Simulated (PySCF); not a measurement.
System: C₅H₇BrSi.

The calculation's input:

```
{"job": {"kind": "uv", "xc": "CAM-B3LYP", "basis": "def2-SVPD", "nstates": 8, "ntriplets": 3}, "charge": 0, "multiplicity": 1}
C      3.133610     0.866860    -0.121559
C      1.825996     0.326990    -0.396161
C      0.730993    -0.124365    -0.627684
Si    -0.941309    -0.810697    -0.883169
C     -2.376793     0.229879    -0.233248
C     -2.005432    -0.933604     0.686510
Br    -1.310557    -0.463922     2.445496
H      3.899356     0.135604    -0.379290
H      3.295299     1.773213    -0.704764
H      3.214304     1.105539     0.938627
H     -1.170575    -1.805012    -1.913910
H     -2.168128     1.218488     0.153506
H     -3.368350     0.179900    -0.665612
H     -2.759093    -1.699343     0.820632
```

Command:

```sh
OMP_NUM_THREADS=1 python probes_run.py task.json out
```

Geometry: GFN2-xTB.

Computed with CAM-B3LYP/def2-SVPD, SCF density, gas phase in PySCF 2.14.0.

Predict the electron density and electron localisation function between the atoms.

C–C (1.21 Å): ρ is about 2.7 e/Å³ halfway; the ELF peaks at about 0.85 between the atoms; a short, multiple covalent bond.
C–Si (1.83 Å): the density is about 0.97 e/Å³ at the midpoint; the ELF peaks at about 0.95 between the atoms, as expected for a shared electron pair.
C–Br (1.95 Å): ρ at the midpoint is about 1 e/Å³; the ELF peaks at about 0.85 between the atoms: a covalent bond.
C–H (1.09 Å): ρ is about 2 e/Å³ halfway; the ELF climbs to about 1 towards the hydrogen, as it does in any bond to H: a covalent bond by its length.

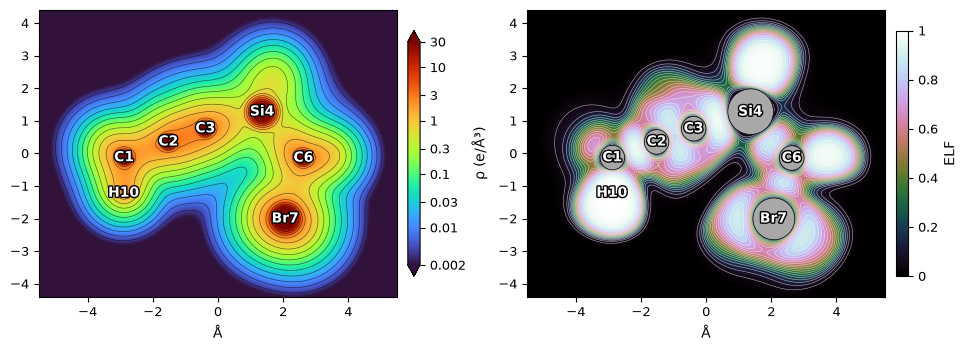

Computed electron density and electron localisation function on the plane of atoms C3, Si4 and C6, in this order. Grey discs cover the atomic cores in the ELF map. 
